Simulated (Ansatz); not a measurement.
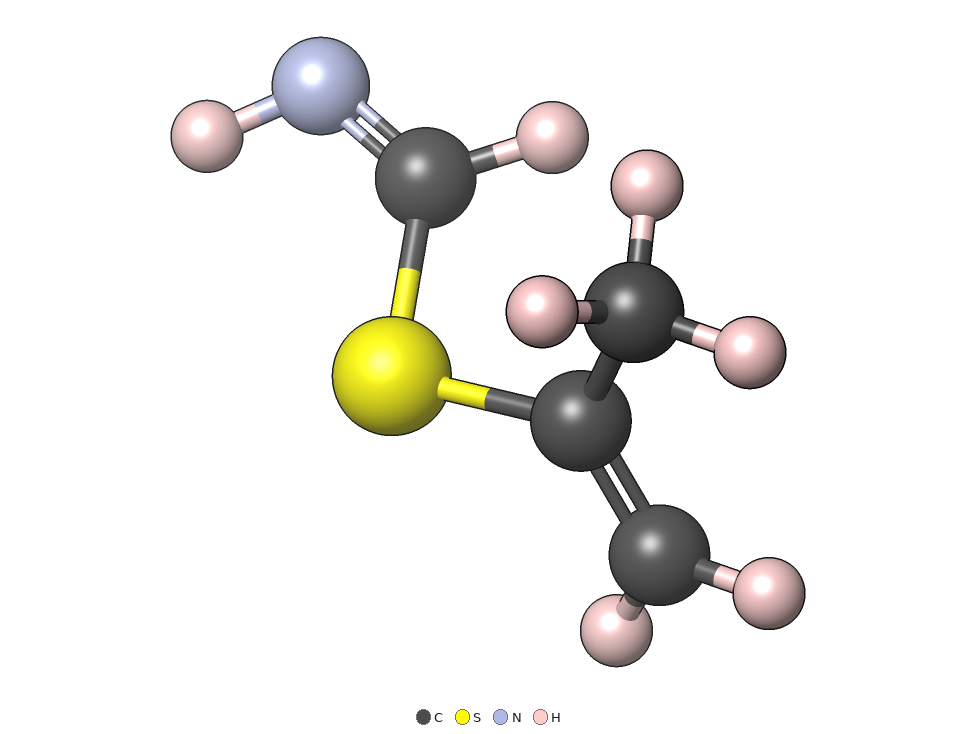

Double and triple bonds are drawn as two and three sticks.

The geometry was computed by an optimisation with PBE0-D4/def2-TZVP. No frequency run is at hand to confirm it as a minimum.

Question: What is the molecular formula?

Answer: C4H7NS, 13 atoms: 4 carbon, 7 hydrogen, 1 nitrogen and 1 sulfur.

Question: What is its SMILES?

Answer: [H]/N=C\SC(=C)C

Question: Name some functional groups or characteristic bonds that it holds.

Answer: Among them: alkene, imine.

Question: Describe its rings.

Answer: It has no ring.

Question: Which point group does it belong to?

Answer: C1.

More results for the same structure follow; atom numbers are the same in all pictures, views and colours differ.

Levels of theory compared

No frequency run is at hand to confirm it as a minimum. Program: Ansatz 0.2.0.

Tabulate HOMO energy (eV) at these levels: B3LYP-D4/def2-TZVPP; PBE-D4/def2-TZVPP; PBE0-D4/def2-TZVPP; r2SCAN-D4/def2-TZVPP; ωB97M-V/def2-TZVPP; ωB97X-V/def2-TZVPP.

```csv
level,HOMO energy (eV)
B3LYP-D4/def2-TZVPP,−6.71
PBE-D4/def2-TZVPP,−5.83
PBE0-D4/def2-TZVPP,−6.92
r2SCAN-D4/def2-TZVPP,−6.04
ωB97M-V/def2-TZVPP,−9.04
ωB97X-V/def2-TZVPP,−9.17
```

Charges

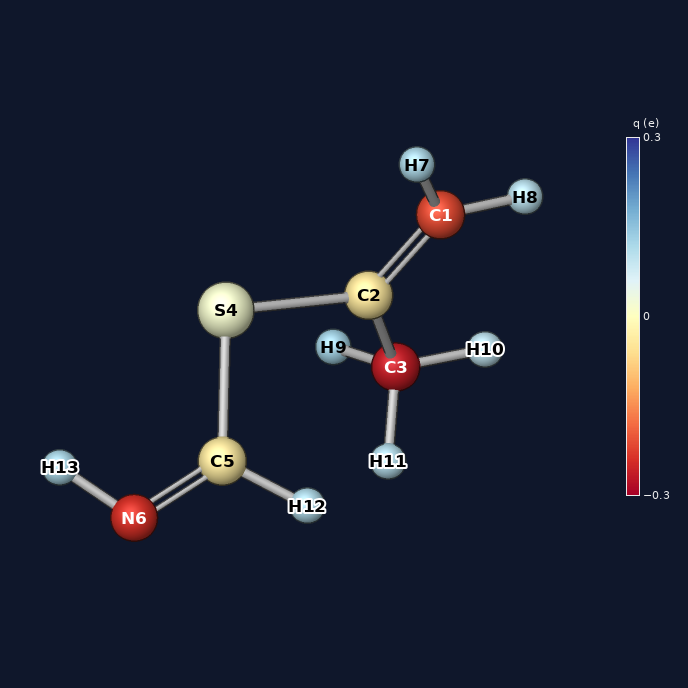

Atoms are coloured by their Mulliken charges. No frequency run is at hand to confirm it as a minimum. Level of theory: RKS ωB97M-V/def2-TZVPP (Ansatz 0.2.0).

Question: Which atom carries the highest charge (most positive or least negative)?

Answer: H9 (0.13 e).

Question: And the lowest?

Answer: C3 (−0.26 e).

List the Mulliken charges.

```tsv
atom	value (e)
C1	−0.21
C2	−0.04
C3	−0.26
S4	0.02
C5	−0.04
N6	−0.24
H7	0.11
H8	0.10
H9	0.13
H10	0.10
H11	0.11
H12	0.11
H13	0.12
```

Dipole moment

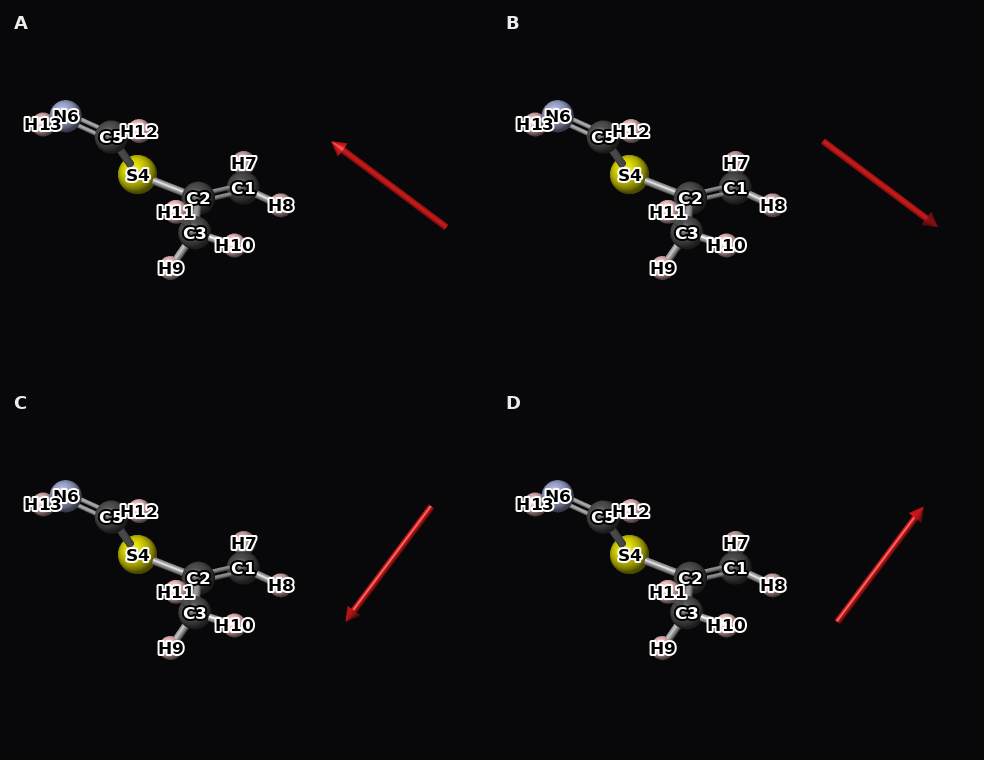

The same molecule four times, each with an arrow. No frequency run is at hand to confirm it as a minimum. Properties computed with RKS ωB97M-V/def2-TZVPP (Ansatz 0.2.0).

Question: Which arrow points along the dipole moment, from the negative to the positive end?

Answer: B. The dipole moment is 2.64 D; it points from the side of H13 to the side of H8 (the outermost atoms at the two ends).

Mulliken values depend strongly on the basis set and can even reverse the polarity of a bond.
